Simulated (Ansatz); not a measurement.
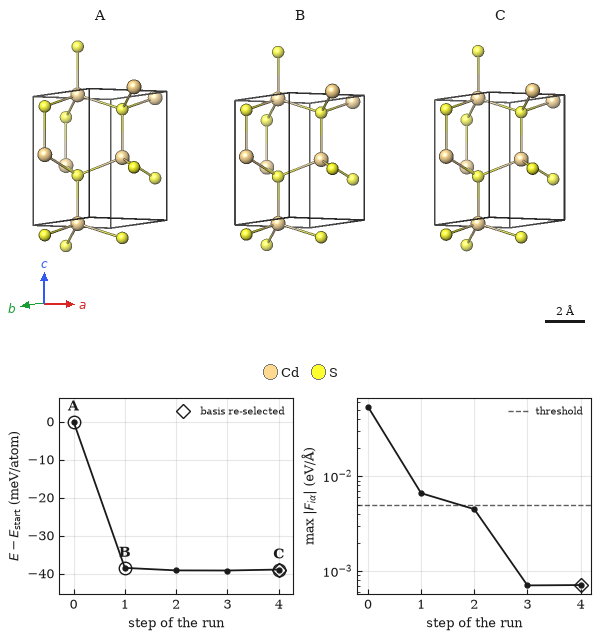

Frames of a relaxation of crystalline CdS (set up in P6_3mc), marked on the history of the run. Style: ball-and-stick. Shown: the cell of the calculation, from a free direction.

Case: cell and atoms relaxed from 1.04 times the given volume.

The calculation used Ansatz, DFT, LDA, PAW with Ansatz's default frozen-core files, scalar-relativistic.

The input:
```yaml
crystal:
  lattice:
    - [4.2046115258, 0.0, 0.0]
    - [-2.1023057629, 3.6413003944, 0.0]
    - [0.0, 0.0, 6.8256549035]
  atoms:
    - { symbol: Cd, position: [0.3333333333, 0.6666666667, 0.0] }
    - { symbol: Cd, position: [0.6666666667, 0.3333333333, 0.5] }
    - { symbol: S, position: [0.3333333333, 0.6666666667, 0.375] }
    - { symbol: S, position: [0.6666666667, 0.3333333333, 0.875] }
kpoints:
  mp_grid: { grid: [7, 7, 4] }
scf:
  occupations: { method: fermi_dirac, width: 0.02 }
hamiltonian:
  xc: lda
  pseudopotentials: { kind: paw }
output:
  forces: true
  stress: true
  efg: { contact_densities: true }
relax:
  f_tol: 0.005
  max_steps: 80
  cell: {}
```

Launched with:
```bash
ansatz run input.yaml --threads 1 --pin off --max-ram 3072MiB --backend cpu --events-out ev --progress --plain --runs-dir out
```

What happens along the run?

The energy falls by 39.0 meV per atom in 3 accepted moves (4 points after the start). Largest force component: 0.054 eV/Å at the start, 0.00071 eV/Å at the end. The pressure goes from −5.01 to 0.00 GPa. At 1 point the geometry stayed and the basis and grid were re-selected for the new cell (energy shift of 0.2 meV per atom at most each time). No atom moves by more than 0.005 Å relative to the cell. The drawn cell changes as follows: a = b 4.205 → 4.074 Å (−3.1 %), c 6.826 → 6.638 Å (−2.8 %); the volume changes by −8.7 %. Some distances before and after: Cd1–S4 2.573 → 2.492 Å, Cd1–S3 2.560 → 2.497 Å. The space group stays P6_3mc (No. 186). From step 0 to 1: volume −9.8 %, energy −38.5 meV per atom. From step 1 to 4: volume +1.2 %, energy −0.4 meV per atom.

| step | E − E(0), meV/atom | largest force component, eV/Å | pressure, GPa | volume, Å³/atom | note |
| --- | --- | --- | --- | --- | --- |
| 0 | 0.00 | 0.0540 | -5.01 | 26.126 |  |
| 1 | -38.52 | 0.0066 | 0.82 | 23.569 |  |
| 2 | -39.18 | 0.0045 | -0.14 | 23.898 |  |
| 3 | -39.21 | 0.0007 | 0.00 | 23.850 |  |
| 4 | -38.96 | 0.0007 | 0.00 | 23.850 | same geometry, new basis |
